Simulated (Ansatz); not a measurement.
```tsv
atom	x (Å)	y (Å)	z (Å)
Ga	-0.0841	0.2986	0.1988
H	0.5939	1.2116	1.3867
C	0.2575	0.9257	-1.6462
C	-1.2906	-1.1397	0.8231
H	1.8486	0.2810	1.3884
F	2.2398	-0.5037	0.9747
H	-0.0386	1.9800	-1.7549
H	1.3354	0.8670	-1.8584
H	-0.2795	0.3332	-2.3989
H	-2.1495	-0.7078	1.3599
H	-0.7593	-1.7931	1.5302
H	-1.6737	-1.7529	-0.0035
```

These are results of RKS PBE/def2-mTZVP (Ansatz 0.2.0), not measurements.

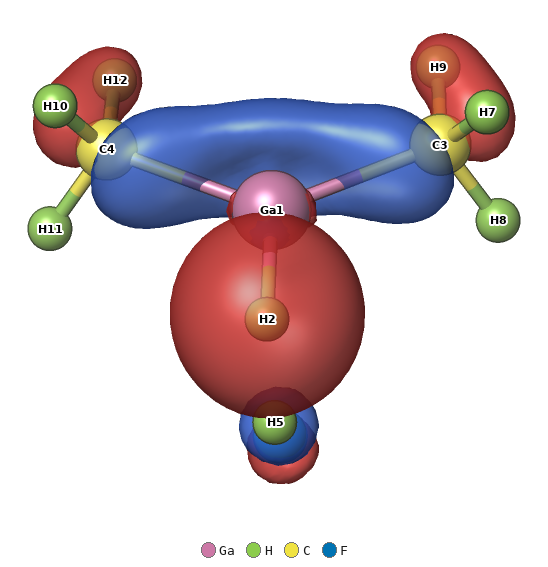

C2H7Ga···HF. The HOMO−1 at ±0.15 Å⁻³ᐟ² (blue and red are the two phases), seen at a tilt.

Q: What is the character of this orbital?

A: By Hirshfeld shares it lies mainly on H2 (about 35 %), Ga1 (about 25 %), C3 (about 10 %) and C4 (about 10 %). Its energy is −7.00 eV.
